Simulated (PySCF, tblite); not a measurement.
# C₂H₁₀FNSi₂, a small molecule taken as a stand-in for a surface group (C site with back bonds [SiH3], N[SiH3], C): NMR shifts, core binding energies and electronic excitations, part 2 of 2

tblite 0.8.0 and PySCF 2.14.0. Atoms count from 0, parts from 1. Earlier steps stand in the parts before.

### Step 5. Core holes by ΔSCF: SCAN, X2C

Job settings and geometry (Å):

```
{"job": {"kind": "xps", "holes": 5}, "charge": 0, "multiplicity": 1}
C     -0.069990    -0.638962    -0.274620
Si     0.524733     0.626930    -1.598541
N     -0.174773    -0.102671     1.028765
Si    -0.831294     1.455196     1.483482
C      0.772293    -1.899117    -0.274213
F     -1.349866    -1.025659    -0.763620
H     -0.469014     1.734630    -1.708554
H      0.610941    -0.095585    -2.900191
H      1.864362     1.183922    -1.242174
H     -0.257507    -0.825389     1.741217
H     -2.234384     1.703156     1.030261
H      0.029990     2.543232     0.931156
H     -0.784903     1.476611     2.974409
H      1.801607    -1.679422     0.043216
H      0.333319    -2.627204     0.429055
H      0.792142    -2.363264    -1.269746
```

With the program's defaults for keys left out, this is: delta-SCF UKS SCAN, pcX-2 on the ionised atom, pcseg-1 elsewhere, spin-free X2C.

Log:

```text
ground state, core basis on atom 0 (C), 173 functions
  cycle   1  E = -816.84412686  |g| = 5.95e-01
  cycle   2  E = -816.74779298  |g| = 9.30e-01
  cycle   3  E = -816.91308203  |g| = 1.20e-01
  cycle   4  E = -816.91540613  |g| = 4.90e-02
  cycle   5  E = -816.91588112  |g| = 1.65e-02
  cycle   6  E = -816.91594213  |g| = 5.73e-03
  cycle   7  E = -816.91594686  |g| = 8.86e-04
  cycle   8  E = -816.91594643  |g| = 2.55e-04
  E(ground) = -816.98269230 Eh
hole in C 1s of atom 0
  cycle   1  E = -805.56723917  |g| = 1.52e+00
  cycle   2  E = -802.09429326  |g| = 2.89e+00
  cycle   3  E = -805.91108218  |g| = 7.22e-01
  cycle   4  E = -806.02658884  |g| = 5.87e-01
  cycle   5  E = -806.13828550  |g| = 1.29e-01
  cycle   6  E = -806.14325679  |g| = 6.87e-02
  cycle   7  E = -806.14529069  |g| = 1.44e-02
  cycle   8  E = -806.14539305  |g| = 5.25e-03
  cycle   9  E = -806.14541124  |g| = 2.40e-03
  cycle  10  E = -806.14541544  |g| = 1.11e-03
  cycle  11  E = -806.14541727  |g| = 2.84e-04
  E(ion) = -806.21222544 Eh   <S^2> = 0.7747   hole on atom = 1.000   binding energy = 293.079 eV
ground state, core basis on atom 1 (Si), 184 functions
  cycle   1  E = -817.00262148  |g| = 2.86e-01
  cycle   2  E = -817.00269137  |g| = 3.26e-02
  cycle   3  E = -817.00265668  |g| = 2.76e-02
  cycle   4  E = -817.00275378  |g| = 1.15e-02
  cycle   5  E = -817.00277820  |g| = 1.70e-03
  cycle   6  E = -817.00277933  |g| = 1.90e-04
  E(ground) = -817.02874842 Eh
hole in Si 2p of atom 1
  cycle   1  E = -812.73519126  |g| = 1.23e+00
  cycle   2  E = -812.64323147  |g| = 1.06e+00
  cycle   3  E = -813.02407126  |g| = 2.70e-01
  cycle   4  E = -813.05341461  |g| = 1.36e-01
  cycle   5  E = -813.05884183  |g| = 4.51e-02
  cycle   6  E = -813.05963062  |g| = 1.73e-02
  cycle   7  E = -813.05975296  |g| = 5.45e-03
  cycle   8  E = -813.05976620  |g| = 1.73e-03
  cycle   9  E = -813.05976799  |g| = 4.84e-04
  E(ion) = -813.09757034 Eh   <S^2> = 0.7526   hole on atom = 1.002   binding energy = 106.973 eV
  2p3/2 = 106.764 eV   2p1/2 = 107.387 eV
ground state, core basis on atom 2 (N), 173 functions
  cycle   1  E = -816.92394459  |g| = 7.53e-02
  cycle   2  E = -816.92396322  |g| = 2.31e-02
  cycle   3  E = -816.92396301  |g| = 2.52e-02
  cycle   4  E = -816.92410211  |g| = 6.27e-03
  cycle   5  E = -816.92411334  |g| = 1.00e-03
  cycle   6  E = -816.92411156  |g| = 2.85e-04
  E(ground) = -816.98952715 Eh
hole in N 1s of atom 2
  cycle   1  E = -801.33509949  |g| = 1.87e+00
  cycle   2  E = -800.47171249  |g| = 2.21e+00
  cycle   3  E = -801.95579877  |g| = 5.01e-01
  cycle   4  E = -801.99690271  |g| = 3.88e-01
  cycle   5  E = -802.04650700  |g| = 6.94e-02
  cycle   6  E = -802.04812514  |g| = 1.97e-02
  cycle   7  E = -802.04831424  |g| = 5.16e-03
  cycle   8  E = -802.04832714  |g| = 1.58e-03
  cycle   9  E = -802.04832918  |g| = 6.67e-04
  cycle  10  E = -802.04832949  |g| = 3.63e-04
  E(ion) = -802.11237054 Eh   <S^2> = 0.7653   hole on atom = 1.000   binding energy = 404.828 eV
ground state, core basis on atom 4 (C), 173 functions
  cycle   1  E = -816.90986259  |g| = 5.70e-02
  cycle   2  E = -816.90985172  |g| = 1.75e-02
  cycle   3  E = -816.90984777  |g| = 1.82e-02
  cycle   4  E = -816.90992015  |g| = 2.20e-03
  cycle   5  E = -816.90992016  |g| = 6.05e-04
  cycle   6  E = -816.90992060  |g| = 8.43e-05
  E(ground) = -816.97733741 Eh
hole in C 1s of atom 4
  cycle   1  E = -805.65727668  |g| = 1.51e+00
  cycle   2  E = -805.03144520  |g| = 1.79e+00
  cycle   3  E = -806.16539803  |g| = 3.71e-01
  cycle   4  E = -806.19412981  |g| = 2.67e-01
  cycle   5  E = -806.21760969  |g| = 5.14e-02
  cycle   6  E = -806.21817385  |g| = 2.72e-02
  cycle   7  E = -806.21848478  |g| = 7.50e-03
  cycle   8  E = -806.21851320  |g| = 2.15e-03
  cycle   9  E = -806.21851776  |g| = 8.25e-04
  cycle  10  E = -806.21851903  |g| = 2.88e-04
  E(ion) = -806.28502687 Eh   <S^2> = 0.7679   hole on atom = 1.000   binding energy = 290.953 eV
ground state, core basis on atom 5 (F), 173 functions
  cycle   1  E = -816.95383545  |g| = 1.16e-01
  cycle   2  E = -816.95355132  |g| = 5.49e-02
  cycle   3  E = -816.95338375  |g| = 6.58e-02
  cycle   4  E = -816.95399225  |g| = 6.26e-03
  cycle   5  E = -816.95400246  |g| = 9.44e-04
  cycle   6  E = -816.95399932  |g| = 2.50e-04
  E(ground) = -817.02369893 Eh
hole in F 1s of atom 5
  cycle   1  E = -790.62704478  |g| = 2.59e+00
  cycle   2  E = -790.21117473  |g| = 2.34e+00
  cycle   3  E = -791.33766036  |g| = 6.72e-01
  cycle   4  E = -791.42900173  |g| = 4.97e-01
  cycle   5  E = -791.54145300  |g| = 6.31e-02
  cycle   6  E = -791.54260920  |g| = 4.11e-02
  cycle   7  E = -791.54345484  |g| = 6.00e-03
  cycle   8  E = -791.54346971  |g| = 2.48e-03
  cycle   9  E = -791.54347271  |g| = 7.40e-04
  cycle  10  E = -791.54347302  |g| = 2.42e-04
  E(ion) = -791.61921371 Eh   <S^2> = 0.7580   hole on atom = 1.000   binding energy = 691.291 eV
```

Wall time 58 s (1 thread of Arm Neoverse V1, shared host); peak memory 0.7 GiB.

The holes in one table. −ε is the ground-state orbital energy:

```csv
hole,stands for,environment,ΔSCF (eV; 2p as the shell's mean),−ε (eV),⟨S²⟩
C1s on C0,C0,"carbon bonded to C, F, N, Si",293.08,276.5,0.775
Si2p on Si1,Si1,"silicon bonded to C, 3 H",106.97,96.2,0.753
N1s on N2,N2,"nitrogen bonded to C, Si, H",404.83,386.1,0.765
C1s on C4,C4,"carbon bonded to C, 3 H",290.95,273.8,0.768
F1s on F5,F5,fluorine bonded to C,691.29,666.0,0.758
```

With the spin-orbit splitting: Si1 2p3/2 106.76, 2p1/2 107.39 eV. The table gives each 2p level as the mean over the whole 2p shell (two parts 2p3/2, one part 2p1/2), which differs a little from the single hole in the log.

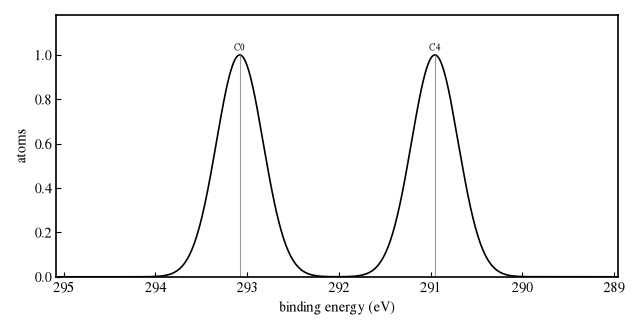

The C1s photoelectron lines, weighted by the number of atoms. Lines are broadened to a width of 0.60 eV (Gaussian).

### Step 6. Excited states and response: CAM-B3LYP/def2-SVPD

Settings changed since step 5:

```diff
@@ -1,2 +1,2 @@
-{"job": {"kind": "xps", "holes": 5}, "charge": 0, "multiplicity": 1}
+{"job": {"kind": "uv", "xc": "CAM-B3LYP", "basis": "def2-SVPD", "nstates": 6, "ntriplets": 2, "ip": true}, "charge": 0, "multiplicity": 1}
 C     -0.069990    -0.638962    -0.274620
```

With the program's defaults for keys left out, this is: TDDFT CAM-B3LYP/def2-SVPD, vertical, gas phase, core orbitals frozen in the response.

Log:

```text
coarse grid: 13768 points
cycle   1  E = -815.2107094897  dE =  2.744e-01  |g| = 5.762e-01  |ddm| = 4.955e+00
cycle   2  E = -815.1982234816  dE =  1.249e-02  |g| = 7.071e-01  |ddm| = 1.444e+00
cycle   3  E = -815.2794448812  dE = -8.122e-02  |g| = 6.563e-02  |ddm| = 6.243e-01
cycle   4  E = -815.2800881252  dE = -6.432e-04  |g| = 3.533e-02  |ddm| = 1.426e-01
cycle   5  E = -815.2803354584  dE = -2.473e-04  |g| = 8.780e-03  |ddm| = 6.808e-02
cycle   6  E = -815.2803522791  dE = -1.682e-05  |g| = 2.317e-03  |ddm| = 1.570e-02
cycle   7  E = -815.2803536503  dE = -1.371e-06  |g| = 4.078e-04  |ddm| = 4.921e-03
final grid: 122584 points
cycle   8  E = -815.3878955049  dE = -2.053e-05  |g| = 4.076e-03  |ddm| = 5.718e-02
cycle   9  E = -815.3878937747  dE =  1.730e-06  |g| = 5.334e-03  |ddm| = 1.015e-02
cycle  10  E = -815.3878987924  dE = -5.018e-06  |g| = 3.615e-04  |ddm| = 5.090e-03
cycle  11  E = -815.3878988184  dE = -2.594e-08  |g| = 1.492e-04  |ddm| = 6.671e-04
cycle  12  E = -815.3878988243  dE = -5.908e-09  |g| = 2.138e-05  |ddm| = 2.744e-04
cycle  13  E = -815.3878988244  dE = -1.539e-10  |g| = 7.032e-06  |ddm| = 5.340e-05
converged SCF energy = -815.3878988244

Static polarisability (au): isotropic 88.463, principal 78.329 89.404 97.654

Singlet excitations
state   eV       nm        f      main configurations
  1   6.6703    185.9   0.00778   H->L 0.78, H->L+1 0.11
  2   7.4888    165.6   0.01283   H->L+1 0.68
  3   7.6502    162.1   0.02983   H->L+2 0.55, H->L+6 0.11, H->L+3 0.09
  4   7.8273    158.4   0.01704   H->L+4 0.45, H->L+5 0.18, H->L+6 0.12
  5   7.8911    157.1   0.00194   H-1->L 0.74, H-1->L+1 0.08
  6   8.1012    153.0   0.02540   H->L+3 0.40, H->L+2 0.17, H->L+5 0.13

Triplet excitations (Tamm-Dancoff, eV): 6.3537 7.2192
Vertical ionisation energy (delta-SCF) = 9.7423 eV
```

It took 2.5 min on 1 thread of Arm Neoverse V1, shared host; peak memory 1.1 GiB.

Frontier orbitals and where they lie:

```csv
orbital,eV,atoms
HOMO−3,-11.17,"Si1 32 %, H8 23 %, H7 11 %"
HOMO−2,-10.99,"Si3 22 %, Si1 20 %, H12 15 %"
HOMO−1,-9.89,"C0 25 %, F5 21 %, Si1 18 %"
HOMO,-9.07,"N2 52 %, Si3 11 %, F5 8 %"
LUMO,0.95,"Si3 22 %, Si1 13 %, H9 10 %"
LUMO+1,1.21,"Si3 26 %, Si1 24 %, H11 10 %"
LUMO+2,1.59,"Si1 23 %, Si3 16 %, H8 8 %"
```

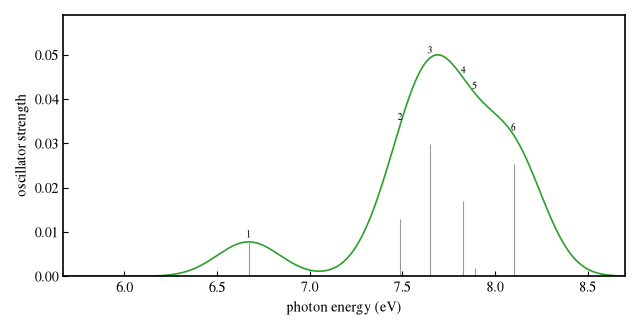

Absorption spectrum from the 6 singlet states computed; above the last one it falls off for lack of states. Lines are broadened to a width of 0.40 eV (Gaussian).

Ground-state properties from the same run:

```csv
property,computed
dipole moment (D),1.77
polarisability (Å³),13.11
HOMO–LUMO gap (eV),10.02
−ε(HOMO) (eV),9.07
```

### Step 7. Outcome

This closing draws on all 2 parts.

```
                                                                  quantity                                                           value
                                                               point group                                                              C1
                                      rotational constants (main isotopes)                                            2.82, 1.62, 1.33 GHz
                                    13C shifts against TMS (PBE0/pcSseg-1)                                                  98.5, 31.8 ppm
                                     1H shifts against TMS (PBE0/pcSseg-1)  4.86, 4.81, 4.49, 4.45, 4.02, 3.92, 1.73, 1.43, 1.41, 1.26 ppm
                                   29Si shifts against TMS (PBE0/pcSseg-1)                                                -56.2, -61.9 ppm
                                    15N shifts against NH3 (PBE0/pcSseg-1)                                                        61.5 ppm
                                  19F shifts against CFCl3 (PBE0/pcSseg-1)                                                      -119.2 ppm
potential on the surface of density 0.002 e/bohr³, 1st and 99th percentile                                              -1.15 V and 1.52 V
                                          C1s binding energies, SCAN/pcX-2                                         C0 293.08, C4 290.95 eV
             Si2p binding energies, SCAN/pcX-2 (standing for 1 of 2 atoms)                                                   Si1 106.97 eV
                                          N1s binding energies, SCAN/pcX-2                                                    N2 404.83 eV
                                          F1s binding energies, SCAN/pcX-2                                                    F5 691.29 eV
                                      lowest singlet (CAM-B3LYP/def2-SVPD)                                     6.67 eV (186 nm), f = 0.008
                                  brightest single state of those computed                                     state 3, 7.65 eV, f = 0.030
                                                            lowest triplet                                                         6.35 eV
                                         vertical ionisation energy (ΔSCF)                                                         9.74 eV
```

The start of the PBE0/def2-SVP relaxation was shaken at random by about 0.01 Å, so part of the energy gained, and of the first lengths quoted, undoes that. Over 9 steps the energy fell by 0.194 eV; of the close pairs, Si3–H11 changed most, 1.443 to 1.494 Å (PBE0/def2-SVP). Hydrogens of an XH3 group are listed apart at this fixed geometry; free rotation makes them one line at their mean. At PBE0/pcSseg-1: The widest tensor belongs to F5: span 162 ppm, with a paramagnetic part of -182 ppm. At SCAN/pcX-2: The C1s levels kept as sound span 2.13 eV, from C4 (carbon bonded to C, 3 H) up to C0 (carbon bonded to C, F, N, Si). The first singlet state (HOMO→LUMO 0.78, HOMO→LUMO+1 0.11) lies at 6.67 eV and is weak; of the 6 states computed, the strongest absorption comes from state 3 at 7.65 eV. The lowest triplet lies 0.32 eV below the lowest singlet (triplets in Tamm-Dancoff, singlets in full TDDFT). The orbital energy would give 9.07 eV for ionisation, ΔSCF gives 9.74 eV. A capped cluster stands for the solid here, so long-range fields and strain are missing, and bands or shifts of the capping hydrogens have no counterpart in it.
